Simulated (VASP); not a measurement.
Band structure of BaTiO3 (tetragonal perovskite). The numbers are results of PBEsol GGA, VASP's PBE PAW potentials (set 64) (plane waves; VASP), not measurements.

Unless said otherwise, spin-orbit coupling is left out, though it shifts the bands of the heavy elements here.

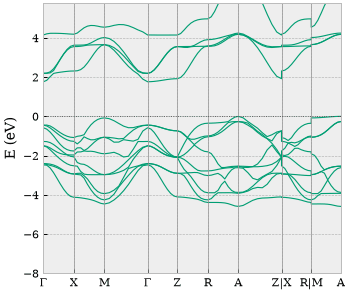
Bands along high-symmetry lines, zero at the valence-band maximum or, without a gap, the Fermi level

### Question
Read the plot: is there a gap, and where are the band edges?

### Answer
The gap is indirect, 1.77 eV, from the valence maximum at A to the conduction minimum at Γ. (Edges off the drawn lines would not show.)

The compound is BaTiO3 in the tetragonal perovskite structure. It was relaxed first.
